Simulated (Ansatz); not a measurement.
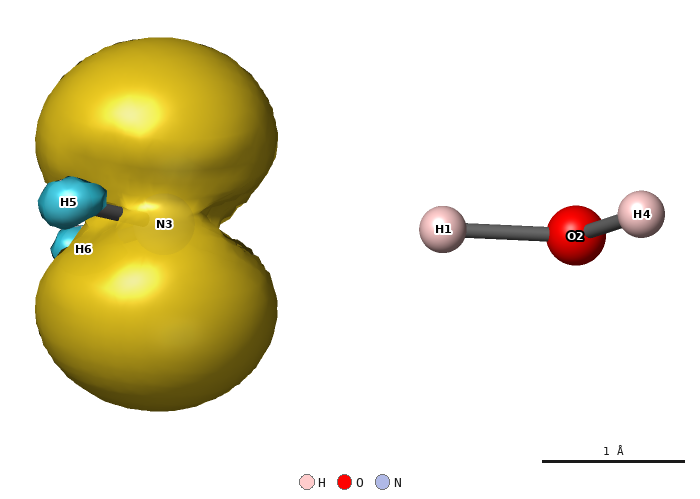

Figure 1: H2O···NH2 (doublet). Isosurfaces of the spin density (α minus β) at +0.04 (yellow) and −0.04 e/Å³ (cyan), seen from one side.

The reactant side of a reaction path; geometry: PBE0-D4/def2-TZVP.

Method: UKS PBE0-D4/def2-TZVPP (Ansatz 0.2.0).

```yaml
atoms:
  - { symbol: H, position_ang: [0.2911, -0.7660, 0.0041] }
  - { symbol: O, position_ang: [0.6022, -1.6839, 0.0355] }
  - { symbol: N, position_ang: [-0.5489, 1.0328, 0.0776] }
  - { symbol: H, position_ang: [1.4391, -1.6826, -0.4316] }
  - { symbol: H, position_ang: [-0.3448, 1.9768, -0.2634] }
  - { symbol: H, position_ang: [-1.4386, 1.1230, 0.5776] }
```

### Which atoms carry the spin?

The unpaired spin (1 electron) lies mostly on N3 (about 0.9), in electrons by Hirshfeld's partition.
